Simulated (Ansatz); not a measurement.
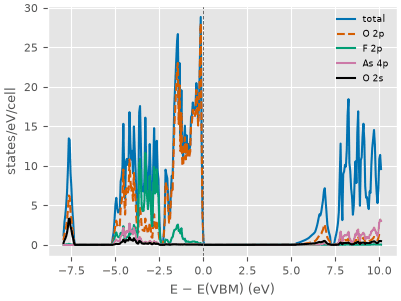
Total and projected density of states of CaMgAsO₄F in space group C2/c (No. 15; Pearson symbol mS32), plane-wave PAW r²SCAN (Ansatz code)

**Question.** Which orbitals carry the states next to the gap?

**Answer.** Top 1 eV of the valence band: O 2p 95 %. Bottom 1 eV of the conduction band: O 2p 24 %, As 4s 23 %, Ca 4s 20 %, O 2s 17 %, Mg 3s 8 %. Projections are on Löwdin-orthogonalised atomic valence shells; empty p or d shells of many metals are not among them.

The first step of the workflow began from a Materials Project structure, measured or hypothetical; the Crystallography Open Database files this formula in space group No. 15, but the cells were not matched. Whether it is the stable phase at ambient conditions was not checked. Symmetry was held in the r²SCAN relaxation; whether a distortion lowers the energy is not shown. Spin–orbit coupling is left out wherever it is not named.

Potentials: the later of the program's two PAW sets.
